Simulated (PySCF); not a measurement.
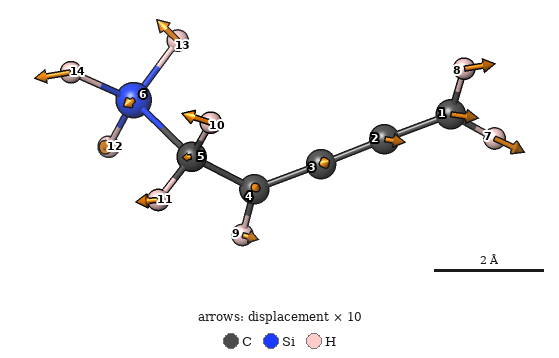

This is a relaxation of C5H8Si. The starting structure is drawn; orange arrows show the displacements, 10 times their true length. The two geometries are superimposed by the best rigid fit.

Style: ball-and-stick. Shown face on.

The start comes from GFN2-xTB.

Computed with PBE0-D3(BJ)/def2-SVP geometry optimisation, gas phase in PySCF 2.14.0, density-fitted response routines. 

Describe the change and its energy.

Answer. The largest move after the best rigid fit is that of H14, 0.070 Å. Largest moves by element: H 0.070 Å, C 0.054 Å, Si 0.028 Å. Among the contacts that change: Si6–H14 1.464 → 1.496 Å, Si6–H12 1.464 → 1.495 Å, C1–H7 1.078 → 1.095 Å, C2–C3 1.257 → 1.273 Å. Over 4 geometry steps the energy falls by 1.79 kcal/mol. Largest force component: 0.64 eV/Å at the start, 0.016 eV/Å at the end. The run took roughly 29 core-seconds on a shared host.
